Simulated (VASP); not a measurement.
Band structure of MgAs (space group P-6m2). Calculation: PBEsol GGA with spin-orbit coupling, VASP's PBE PAW potentials (set 64) (plane waves; VASP).

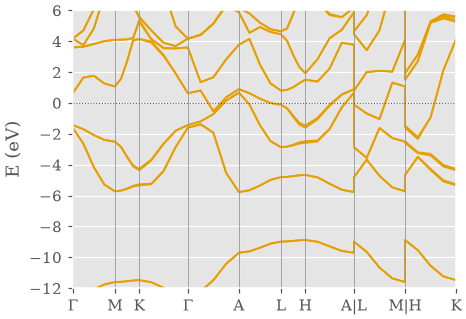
Bands along high-symmetry lines, zero at the valence-band maximum or, without a gap, the Fermi level

Problem. Read the plot: is there a gap, and where are the band edges?

Solution. It has no gap at this level: it comes out as a metal or semimetal.

The structure comes from a computed database's MgAs entry (P-6m2); how it stands against other phases isn't given here. It was relaxed first.
